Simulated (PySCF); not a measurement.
# C4H3F3O: the cost of one run

Programs: PySCF 2.14.0, with routines of our own; each step states its level. All values are computed. Atoms count from 0.

## 1. The system as given

11 atoms, charge 1, multiplicity 2; geometry from: GFN2-xTB.

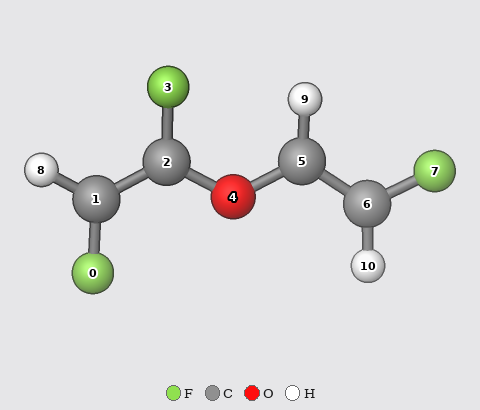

The starting geometry (fluorine green, carbon grey, oxygen red, hydrogen white).

## 2. Open-shell or spin-flip excitations: unrestricted TDDFT CAM-B3LYP/def2-SVPD

What the job is given:

```
{"job": {"kind": "uabs", "xc": "CAM-B3LYP", "basis": "def2-SVPD", "nstates": 10, "tda": false}, "charge": 1, "multiplicity": 2}
F      2.445671     1.568173    -0.168266
C      2.350917     0.369862     0.321278
C      1.140588    -0.271992     0.365942
F      1.078721    -1.486764     0.868921
O      0.023682     0.259004    -0.069172
C     -1.162276    -0.353518    -0.033288
C     -2.251062     0.306092    -0.518842
F     -3.413894    -0.261741    -0.495270
H      3.272629    -0.076232     0.684165
H     -1.242923    -1.357503     0.378635
H     -2.236628     1.307290    -0.940902
```

Method: unrestricted TDDFT CAM-B3LYP/def2-SVPD, vertical, gas phase, core orbitals frozen in the response.

Launch:

```sh
$ OMP_NUM_THREADS=1 python excited_run.py task.json out
```

One launch serves the whole session: the jobs run in the order shown.

**Question.** How long does this first job take on 1 thread of Arm Neoverse V2, shared host, and how much memory does it need?

About 73 s, with a peak of 0.75 GiB.
